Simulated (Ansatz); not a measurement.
# GaSiBH6: small, medium and large basis sets

How large a basis does GaSiBH6 need? Two functionals are run in growing sets.

Computed with Ansatz 0.2.0, Gaussian basis. Level: one geometry, several basis sets.

Levels to be run: PBE0-D4/def2-SVP; ωB97M-V/def2-SVP; PBE0-D4/def2-QZVPP; ωB97M-V/def2-QZVPP; the functionals' def2-TZVPP values are taken from earlier runs.

### 1 Structure used throughout

An earlier PBE0-D4 in a triple-zeta def2 set relaxation fixed the geometry.

SMILES `[BH2][GaH][SiH3]`, 9 atoms, charge 0, spin multiplicity 1.

Atoms are counted from 1 here; the program's logs count them from 0.

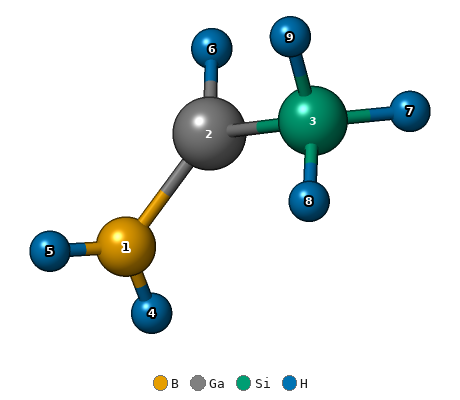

The structure; boron amber, gallium grey, silicon teal, hydrogen blue; atoms are numbered from 1 in the order of the file.

### 2 PBE0-D4 in def2-SVP

in.yaml

```yaml
crystal:
  periodic: [false, false, false]
  atoms:
    - {symbol: B, position_ang: [-1.485983, 0.688115, -1.467082]}
    - {symbol: Ga, position_ang: [0.336149, 0.689735, -0.510026]}
    - {symbol: Si, position_ang: [0.857484, -0.859011, 1.280882]}
    - {symbol: H, position_ang: [-1.697656, 0.002076, -2.426766]}
    - {symbol: H, position_ang: [-2.412773, 1.334946, -1.068201]}
    - {symbol: H, position_ang: [1.502505, 1.685860, -0.873936]}
    - {symbol: H, position_ang: [2.037135, -1.692396, 0.909265]}
    - {symbol: H, position_ang: [-0.259027, -1.785322, 1.617452]}
    - {symbol: H, position_ang: [1.210767, -0.110204, 2.521210]}
basis:
  gaussian: {orbitals: def2-SVP}
hamiltonian: {xc: pbe0, dispersion: d4}
output: {orbitals: {seedname: orbitals}}
```

Command:

```bash
$ ansatz run in.yaml --threads 2 --pin off --events-out ev --progress --plain --max-ram 4352MiB
```

After this run come: ωB97M-V in def2-SVP; PBE0-D4 in def2-QZVPP; ωB97M-V in def2-QZVPP.

Before running them: what should the planned runs give, taken together? Wanted: PBE0-D4: double and triple zeta above quadruple; ωB97M-V: double and triple zeta above quadruple.

As calculated:

```
                                       quantity           value
PBE0-D4: double and triple zeta above quadruple  11.77, 1.49 eV
ωB97M-V: double and triple zeta above quadruple  11.83, 1.45 eV
```

What this shows: For PBE0-D4 the step from double to triple zeta gains 10.28 eV and the next only 1.49 eV. Total energies overstate the basis error of differences, where much of it tends to cancel.
